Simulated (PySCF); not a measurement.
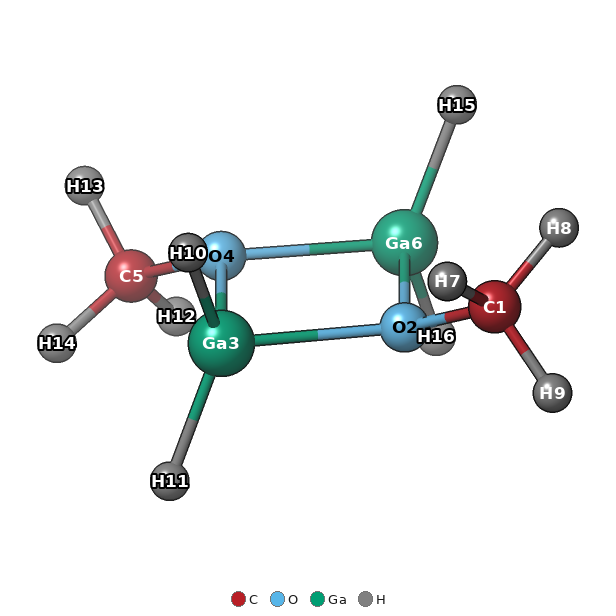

Atoms fade into the background with distance from the viewer. Computed geometry: PBE0-D3(BJ)/def2-SVP optimisation. No frequency run is at hand to confirm it as a minimum.

**How is the 4-membered ring O2–Ga3–O4–Ga6 puckered?**

It is planar. The Cremer–Pople amplitude Q is 0.02 Å.

**Give the torsion angles round the ring, beginning with the bond from its second to its third atom.**

1°, −1°, 1°, −1°.
